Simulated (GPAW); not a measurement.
**Property calculation, with input and output: HBr (part 2 of 3)**

The same run, continued: HBr, SMILES Br; OLYP/real-space grid, scalar-relativistic datasets (GPAW 26.7.0). The atoms were displaced at random from an optimised geometry.

Geometry of the input (Å):
```
Br 0.0000  0.0000  0.0000
H  1.4152  0.0000  0.0000
```

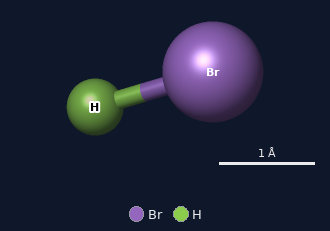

The structure (ball-and-stick view, seen at a tilt).

The program's output, continued:
```
iter:   1 00:00:13    -5.268127
iter:   2 00:00:13    -5.285504   -0.41  -0.99
iter:   3 00:00:14    -5.311339   +0.15  -1.01
iter:   4 00:00:14    -5.257989   -0.74  -1.27
iter:   5 00:00:15    -5.194734   -0.38  -1.43
iter:   6 00:00:15    -5.195696   -1.39  -1.99
iter:   7 00:00:16    -5.193714c  -1.60  -2.20
iter:   8 00:00:17    -5.193736c  -2.16  -2.76
iter:   9 00:00:17    -5.193707c  -3.66  -2.88
iter:  10 00:00:18    -5.193709c  -3.96  -3.59
iter:  11 00:00:18    -5.193707c  -4.49  -3.68
iter:  12 00:00:19    -5.193707c  -5.67  -4.18
iter:  13 00:00:20    -5.193707c  -6.14  -4.57
iter:  14 00:00:20    -5.193707c  -6.99  -4.93
iter:  15 00:00:21    -5.193707c  -7.51c -5.41
iter:  16 00:00:22    -5.193707c  -8.01c -5.69
iter:  17 00:00:22    -5.193707c  -8.71c -6.02c

Converged after 17 iterations.

Dipole moment: (0.164665, 0.000000, -0.000000) |e|*Ang

Energy contributions relative to reference atoms: (reference = -70944.783813)

Kinetic:         +8.450532
Potential:       -9.303825
External:        -0.001647
XC:              -4.341657
Entropy (-ST):   +0.000000
Local:           +0.002889
SIC:             +0.000000
--------------------------
Free energy:     -5.193707
Extrapolated:    -5.193707

 Band  Eigenvalues  Occupancy
    0    -20.44256    2.00000
    1    -11.06414    2.00000
    2     -7.33699    2.00000
    3     -7.33699    2.00000
    4     -1.48781    0.00000

Fermi level: -4.41240

Gap: 5.849 eV
Transition (v -> c):
  (s=0, k=0, n=3, [0.00, 0.00, 0.00]) -> (s=0, k=0, n=4, [0.00, 0.00, 0.00])
No difference between direct/indirect transitions

  ___ ___ ___ _ _ _
 |   |   |_  | | | |
 | | | | | . | | | |
 |__ |  _|___|_____|  26.7.0
 |___|_|

units:  Angstrom and eV
cores:  1
OpenMP: False

Versions:
  Python: 3.12.14
  ASE:    3.29.0
  Numpy:  2.5.5
  Scipy:  1.18.1
  Libxc:  7.0.0

        _gpaw.cpython-312-aarch64-linux-gnu.so

Input parameters:
  convergence: {density: 1e-06}
  external: {direction: [np.float64(0.0), np.float64(1.0), np.float64(0.0)],
             name: ConstantElectricField,
             strength: 0.01}
  h: 0.18
  maxiter: 120
  mode: fd
  symmetry: off
  xc: GGA_X_OPTX+GGA_C_LYP

Timing:                              incl.     excl.
-----------------------------------------------------------
Hamiltonian:                         0.513     0.113   1.0% |
 Atomic:                             0.023     0.000   0.0% |
  XC Correction:                     0.023     0.023   0.2% |
 Calculate atomic Hamiltonians:      0.002     0.002   0.0% |
 Communicate:                        0.000     0.000   0.0% |
 Hartree integrate/restrict:         0.014     0.014   0.1% |
 Initialize Hamiltonian:             0.000     0.000   0.0% |
 Poisson:                            0.113     0.008   0.1% |
  Communicate from 1D:               0.013     0.013   0.1% |
  Communicate from 2D:               0.012     0.012   0.1% |
  Communicate to 1D:                 0.014     0.014   0.1% |
  Communicate to 2D:                 0.012     0.012   0.1% |
  FFT 1D:                            0.018     0.018   0.2% |
  FFT 2D:                            0.036     0.036   0.3% |
 XC 3D grid:                         0.245     0.245   2.2% ||
 vbar:                               0.004     0.004   0.0% |
LCAO initialization:                 0.015     0.010   0.1% |
 LCAO eigensolver:                   0.002     0.000   0.0% |
  Calculate projections:             0.000     0.000   0.0% |
  DenseAtomicCorrection:             0.000     0.000   0.0% |
  Distribute overlap matrix:         0.000     0.000   0.0% |
  Orbital Layouts:                   0.000     0.000   0.0% |
  Potential matrix:                  0.002     0.002   0.0% |
 LCAO to grid:                       0.002     0.002   0.0% |
 Set positions (LCAO WFS):           0.001     0.000   0.0% |
  Basic WFS set positions:           0.000     0.000   0.0% |
  Basis functions set positions:     0.000     0.000   0.0% |
  P tci:                             0.001     0.001   0.0% |
  ST tci:                            0.000     0.000   0.0% |
  mktci:                             0.000     0.000   0.0% |
SCF-cycle:                           9.690     0.008   0.1% |
 Davidson:                           2.295     0.802   7.2% |--|
  Apply hamiltonian:                 0.243     0.243   2.2% ||
  Subspace diag:                     0.364     0.001   0.0% |
   calc_h_matrix:                    0.282     0.039   0.3% |
    Apply hamiltonian:               0.243     0.243   2.2% ||
   diagonalize:                      0.003     0.003   0.0% |
   rotate_psi:                       0.078     0.078   0.7% |
  calc. matrices:                    0.732     0.244   2.2% ||
   Apply hamiltonian:                0.488     0.488   4.4% |-|
  diagonalize:                       0.005     0.005   0.0% |
  rotate_psi:                        0.149     0.149   1.3% ||
 Density:                            0.886     0.000   0.0% |
  Atomic density matrices:           0.005     0.005   0.0% |
  Mix:                               0.859     0.859   7.7% |--|
  Multipole moments:                 0.001     0.001   0.0% |
  Pseudo density:                    0.021     0.021   0.2% |
   Symmetrize density:               0.000     0.000   0.0% |
 Hamiltonian:                        6.497     0.059   0.5% |
  Atomic:                            0.374     0.005   0.0% |
   XC Correction:                    0.369     0.369   3.3% ||
  Calculate atomic Hamiltonians:     0.034     0.034   0.3% |
  Communicate:                       0.000     0.000   0.0% |
  Hartree integrate/restrict:        0.226     0.226   2.0% ||
  Poisson:                           1.835     0.124   1.1% |
   Communicate from 1D:              0.205     0.205   1.8% ||
   Communicate from 2D:              0.190     0.190   1.7% ||
   Communicate to 1D:                0.230     0.230   2.1% ||
   Communicate to 2D:                0.203     0.203   1.8% ||
   FFT 1D:                           0.286     0.286   2.6% ||
   FFT 2D:                           0.598     0.598   5.4% |-|
  XC 3D grid:                        3.915     3.915  35.2% |-------------|
  vbar:                              0.054     0.054   0.5% |
 Orthonormalize:                     0.005     0.000   0.0% |
  calc_s_matrix:                     0.002     0.002   0.0% |
  inverse-cholesky:                  0.000     0.000   0.0% |
  projections:                       0.000     0.000   0.0% |
  rotate_psi_s:                      0.002     0.002   0.0% |
Set symmetry:                        0.000     0.000   0.0% |
Other:                               0.905     0.905   8.1% |--|
-----------------------------------------------------------
Total:                                        11.123 100.0%

Memory usage: 596.29 MiB
System changes: positions, numbers, cell, pbc, initial_charges, initial_magmoms

Initialize ...

species:
  Br:
    name:    Bromine
    Z:       35.0
    valence: 7
    core:    28
    charge:  0.0  # [|e|]
    file:    Br.GGA_X_OPTX+GGA_C_LYP
    compensation charges:
      type: gauss
      rc: 0.35  # [Å]
      lmax: 2
    cutoffs:
      filter: 1.98  # [Å]
      core: 2.38  # [Å]
    projectors
    | kind |    occ | energy [eV] | rcut [Å] |
    |------|--------|-------------|----------|
    |   4s |  2.000 |     -20.020 |    1.111 |
    |   4p |  5.000 |      -7.759 |    1.111 |
    |    s |        |       7.192 |    1.111 |
    |    p |        |      19.453 |    1.111 |
    |    d |        |       0.000 |    1.111 |

    Using partial waves for Br as LCAO basis

  H:
    name:    Hydrogen
    Z:       1.0
    valence: 1
    core:    0
    charge:  0.0  # [|e|]
    file:    H.GGA_X_OPTX+GGA_C_LYP
    compensation charges:
      type: gauss
      rc: 0.15  # [Å]
      lmax: 2
    cutoffs:
      filter: 0.85  # [Å]
      core: 0.53  # [Å]
    projectors
    | kind |    occ | energy [eV] | rcut [Å] |
    |------|--------|-------------|----------|
    |   1s |  1.000 |      -6.487 |    0.476 |
    |    s |        |      20.724 |    0.476 |
    |    p |        |       0.000 |    0.476 |

    Using partial waves for H as LCAO basis

Reference energy: -70944.783813  # eV

Spin-paired calculation

Convergence criteria:
 Maximum [total energy] change in last 3 cyles: 0.0005 eV / valence electron
 Maximum integral of absolute [dens]ity change: 1e-06 electrons / valence electron
 Maximum integral of absolute [eigenst]ate change: 4e-08 eV^2 / valence electron
 Maximum number of scf [iter]ations: 120
 (Square brackets indicate name in SCF output, whereas a 'c' in
 the SCF output indicates the quantity has converged.)

Symmetries present (total): 1

  ( 1  0  0)
  ( 0  1  0)
  ( 0  0  1)

1 k-point (Gamma)
1 k-point in the irreducible part of the Brillouin zone
       k-points in crystal coordinates                weights
   0:     0.00000000    0.00000000    0.00000000          1/1

Wave functions: Uniform real-space grid
  Kinetic energy operator: 6*3+1=19 point O(h^6) finite-difference Laplacian
  ScaLapack parameters: grid=1x1, blocksize=None
  Wavefunction extrapolation:
    Improved wavefunction reuse through dual PAW basis

Occupation numbers: # Zero width

Eigensolver
   Davidson(niter=2)

Densities:
  Coarse grid: 60*60*60 grid
  Fine grid: 120*120*120 grid
  Total Charge: 0.000000

Density mixing:
  Method: separate
  Backend: msr1
  Linear mixing parameter: 0.05
  old densities: 10
  Width of damping distribution: 1.1
  Damping of long wavelength oscillations: 1  # (no daming)

Hamiltonian:
  XC and Coulomb potentials evaluated on a 120*120*120 grid
  Using the GGA_X_OPTX+GGA_C_LYP Exchange-Correlation functional
  External potential:
    Constant electric field: (0.000, 0.010, 0.000) V/Ang
  Interpolation: tri-quintic (5. degree polynomial)
  Poisson solver: FastPoissonSolver using
    Stencil: 6*3+1=19 point O(h^6) finite-difference Laplacian
    FFT axes: []
    FST axes: [np.int64(0), np.int64(1), np.int64(2)]

XC parameters: GGA_X_OPTX+GGA_C_LYP with 2 nearest neighbor stencil

Memory estimate:
  Process memory now: 596.29 MiB
  Calculator: 129.21 MiB
    Density: 77.54 MiB
      Arrays: 41.70 MiB
      Localized functions: 4.49 MiB
      Mixer: 31.34 MiB
    Hamiltonian: 27.63 MiB
      Arrays: 27.28 MiB
      XC: 0.00 MiB
      Poisson: 0.00 MiB
      vbar: 0.35 MiB
    Wavefunctions: 24.04 MiB
      Arrays psit_nG: 7.83 MiB
      Eigensolver: 15.67 MiB
      Projections: 0.00 MiB
      Projectors: 0.54 MiB

Total number of cores used: 1

Number of atoms: 2
Number of atomic orbitals: 5
Number of bands in calculation: 5
Number of valence electrons: 8
Bands to converge: occupied

... initialized

Initializing position-dependent things.

Density initialized from atomic densities
Creating initial wave functions:
  5 bands from LCAO basis set

        .--------------------------.
       /|                          |
      / |                          |
     /  |                          |
    /   |                          |
   /    |                          |
  /     |                          |
 *      |                          |
 |      |                          |
 |      |                          |
 |      |                          |
 |      |       Br  H              |
 |      |                          |
 |      |                          |
 |      .--------------------------.
 |     /                          /
 |    /                          /
 |   /                          /
 |  /                          /
 | /                          /
 |/                          /
 *--------------------------*

Atomic positions and initial magnetic moments

Positions:
   0 Br     4.792422    5.500000    5.500000    ( 0.0000,  0.0000,  0.0000)
   1 H      6.207577    5.500000    5.500000    ( 0.0000,  0.0000,  0.0000)

Unit cell:
           periodic     x           y           z      points  spacing
  1. axis:    no    11.000000    0.000000    0.000000    60     0.1833
  2. axis:    no     0.000000   11.000000    0.000000    60     0.1833
  3. axis:    no     0.000000    0.000000   11.000000    60     0.1833

  Lengths:  11.000000  11.000000  11.000000
  Angles:   90.000000  90.000000  90.000000

Effective grid spacing dv^(1/3) = 0.1833

iter:   1 00:00:24    -5.266657
iter:   2 00:00:24    -5.284125   -0.40  -0.99
iter:   3 00:00:25    -5.311998   +0.16  -1.01
iter:   4 00:00:25    -5.256878   -0.74  -1.27
iter:   5 00:00:26    -5.193133   -0.38  -1.43
iter:   6 00:00:27    -5.194113   -1.38  -1.99
iter:   7 00:00:27    -5.192093c  -1.59  -2.20
iter:   8 00:00:28    -5.192117c  -2.15  -2.76
iter:   9 00:00:28    -5.192087c  -3.65  -2.87
iter:  10 00:00:29    -5.192089c  -3.98  -3.59
iter:  11 00:00:30    -5.192087c  -4.49  -3.68
iter:  12 00:00:30    -5.192087c  -5.59  -4.17
iter:  13 00:00:31    -5.192087c  -6.13  -4.55
iter:  14 00:00:31    -5.192087c  -7.02  -4.90
iter:  15 00:00:32    -5.192087c  -7.51c -5.38
iter:  16 00:00:33    -5.192087c  -8.03c -5.75
iter:  17 00:00:33    -5.192087c  -8.64c -5.90
iter:  18 00:00:34    -5.192087c  -9.22c -6.58c

Converged after 18 iterations.

Dipole moment: (0.161951, 0.002566, -0.000000) |e|*Ang

Energy contributions relative to reference atoms: (reference = -70944.783813)

Kinetic:         +8.448175
Potential:       -9.301845
External:        -0.000026
XC:              -4.341289
Entropy (-ST):   +0.000000
Local:           +0.002899
SIC:             +0.000000
--------------------------
Free energy:     -5.192087
Extrapolated:    -5.192087

 Band  Eigenvalues  Occupancy
    0    -20.43754    2.00000
    1    -11.05962    2.00000
    2     -7.33131    2.00000
    3     -7.33130    2.00000
    4     -1.48871    0.00000

Fermi level: -4.41001

Gap: 5.843 eV
Transition (v -> c):
  (s=0, k=0, n=3, [0.00, 0.00, 0.00]) -> (s=0, k=0, n=4, [0.00, 0.00, 0.00])
No difference between direct/indirect transitions

  ___ ___ ___ _ _ _
 |   |   |_  | | | |
 | | | | | . | | | |
 |__ |  _|___|_____|  26.7.0
 |___|_|

units:  Angstrom and eV
cores:  1
OpenMP: False

Versions:
  Python: 3.12.14
  ASE:    3.29.0
  Numpy:  2.5.5
  Scipy:  1.18.1
  Libxc:  7.0.0

        _gpaw.cpython-312-aarch64-linux-gnu.so

Input parameters:
  convergence: {density: 1e-06}
  external: {direction: [np.float64(0.0), np.float64(0.0), np.float64(1.0)],
             name: ConstantElectricField,
             strength: 0.01}
  h: 0.18
  maxiter: 120
  mode: fd
  symmetry: off
  xc: GGA_X_OPTX+GGA_C_LYP

Timing:                              incl.     excl.
```
